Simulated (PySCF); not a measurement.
C2H6Zn, SMILES `C[Zn]C`.

Computed with PySCF, PBE0/def2-TZVP, geometry: GFN2-xTB. No frequency check shows the geometry to be a minimum. A basis without diffuse functions makes polarisabilities too small. GFN2-xTB bond lengths at metals and heavier atoms can be off by up to 0.1 Å and shapes distorted, which carries into these values.

Coordinates in Å:

```
C1       2.0420   -0.0014   -0.0002
Zn2     -0.0000    0.0007   -0.0000
C3      -2.0420   -0.0014   -0.0002
H4       2.4446   -0.1349    1.0009
H5       2.4446   -0.7999   -0.6159
H6       2.4446    0.9328   -0.3834
H7      -2.4445    1.0039   -0.0974
H8      -2.4445   -0.4181    0.9195
H9      -2.4445   -0.5877   -0.8204
```

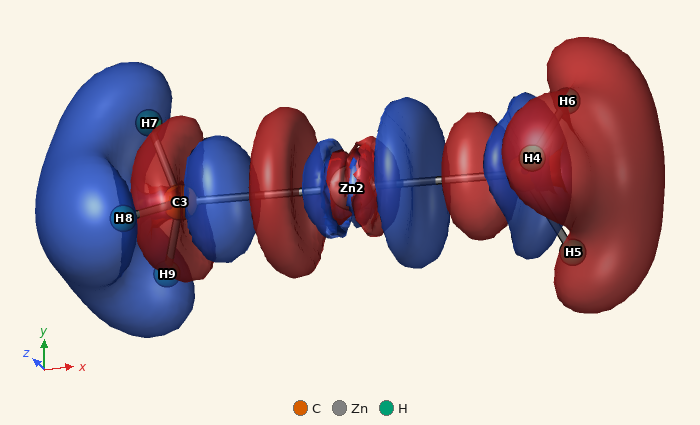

Change of the electron density in a uniform field of 0.21 V/Å, surfaces at ±0.0015 e/Å³ (blue: gain, red: loss).

> Along which Cartesian direction does the field point?

Along +x: electrons gather on the −x side, against the field.

> What dipole is induced, and what polarisability does it imply?

The induced dipole is 0.75 D (along the field); α along this axis, from the fields in both directions, is 74 bohr³ (11.0 Å³).

> Which atoms gain and lose the most charge?

Electrons gather most on C3 (Hirshfeld charge changes by −0.008 e) and leave C1 most (+0.008 e); 0.053 electrons are displaced in all.

Cost of the run: 32 s on 1 thread of AMD EPYC 7R43 64-Core Processor (Zen 3), with other jobs on the host, peak memory 0.64 GiB.
